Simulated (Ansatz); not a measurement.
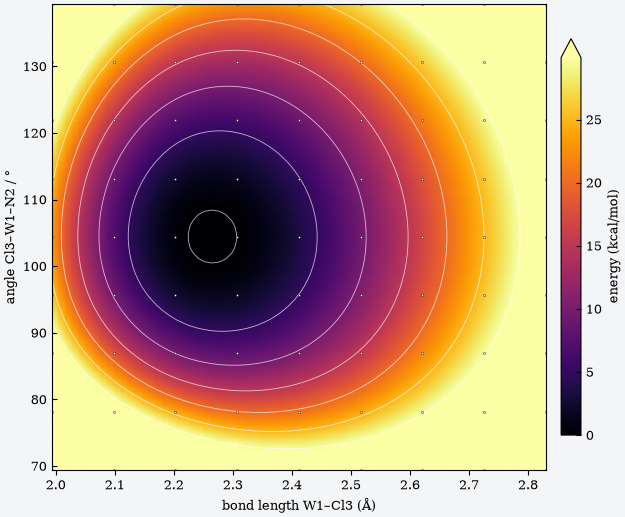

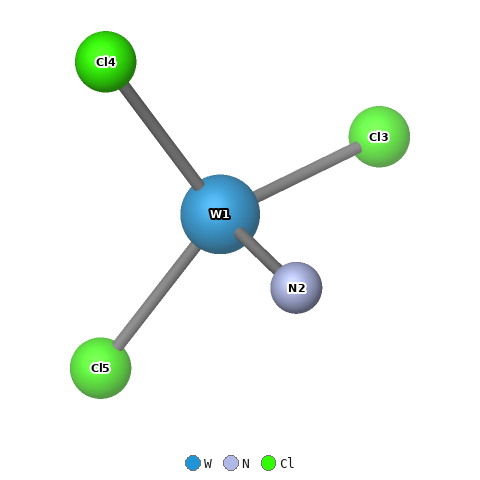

Energy landscape of WNCl3. The first coordinate is: bond length W1–Cl3; the second: angle Cl3–W1–N2. Nothing is relaxed (all other coordinates rigid). Grid: 9 × 9 points. Points are written as (first, second). Energies are in kcal/mol, from the lowest grid point. Method: RKS PBE0-D4/def2-SVP (Ansatz).

In the figure: a smooth colour map with a few white contour lines, dots at the grid points, one colour for all values above the top of the scale. Between grid points the surface is interpolated. The second picture is the structure at the lowest point.

What does the map say about the system?

The lowest grid point is at (2.307 Å, 104.4°). It is the only kind of minimum in the scanned range. The highest grid point, (1.993 Å, 69.4°), lies 89.0 kcal/mol above the lowest. Round the minimum the two coordinates are nearly uncoupled.

Grid values (kcal/mol):

```tsv
angle Cl3–W1–N2 ↓, bond length W1–Cl3 →	1.993	2.098	2.202	2.307	2.412	2.517	2.621	2.726	2.831
139.4	55.5	35.7	26.0	22.7	23.8	27.7	33.3	39.9	47.0
130.6	42.2	23.9	15.4	13.2	15.3	20.1	26.4	33.6	41.3
121.9	32.2	15.0	7.5	6.2	9.0	14.4	21.2	29.0	37.1
113.1	25.7	9.3	2.4	1.6	4.9	10.7	17.9	26.0	34.5
104.4	23.5	7.3	0.6	0.0	3.5	9.4	16.8	25.0	33.6
95.6	26.5	9.8	2.7	1.9	5.1	10.8	18.1	26.2	34.7
86.9	36.5	18.3	10.0	8.1	10.4	15.5	22.1	29.8	37.8
78.1	56.4	35.2	24.3	20.2	20.7	24.2	29.7	36.3	43.6
69.4	89.0	62.5	47.2	39.3	36.8	37.8	41.2	46.2	52.0
```

The input of one point:

```yaml
crystal:
  periodic: [false, false, false]
  atoms:
    - { symbol: W, position_ang: [0.000103, -6.0e-05, 0.007351] }
    - { symbol: "N", position_ang: [0.007468, -0.013604, 1.659114] }
    - { symbol: Cl, position_ang: [2.232039, 0.00924, -0.576277] }
    - { symbol: Cl, position_ang: [-1.103213, 1.901837, -0.534998] }
    - { symbol: Cl, position_ang: [-1.095527, -1.89723, -0.566235] }
basis:
  gaussian: { orbitals: def2-SVP }
hamiltonian:
  xc: pbe0
  dispersion: d4
output:
  forces: true
```

Time for the 81 points that were run: 8 min on 1 thread of Arm Neoverse V2 (shared host).
